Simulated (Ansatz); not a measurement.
Ba: Ba → Y

Consider Ba in the bcc (W type) structure (space group Im-3m, No. 229; a = 4.882 Å).

One thing is altered: Y takes the place of Ba on all its sites, then cell and atoms are relaxed.

Level of theory: PBEsol (Ansatz, a first-principles code; PAW; 420 eV plane waves; scalar-relativistic without spin-orbit coupling), earlier PAW set. Settings: 16×16×16 k-points, 0.05 eV Fermi–Dirac smearing, for the changed cell.

The volume per atom decreases by 26.794 Å³, from 58.17 Å³ to 31.37 Å³ and the lattice parameter a drops by 1.716 bohr, from 9.225 bohr to 7.509 bohr. The space group stays Im-3m (No. 229) and the shortest interatomic distance shrinks by 1.486 bohr to 6.503 bohr. The band gap remains zero.

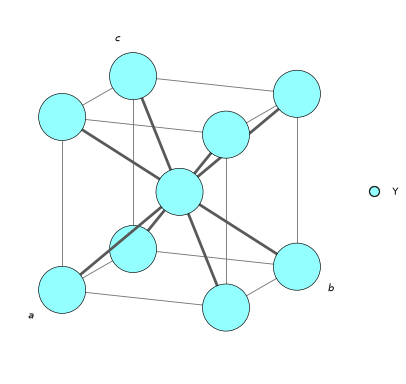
Figure: The relaxed conventional cell after the change

No phonon test of stability was made. As relaxed here, Y is a hypothetical phase, not in the database extracts checked. The final runs are not spin-polarised. Y has a high density of states at the Fermi level and may be magnetic at this level.
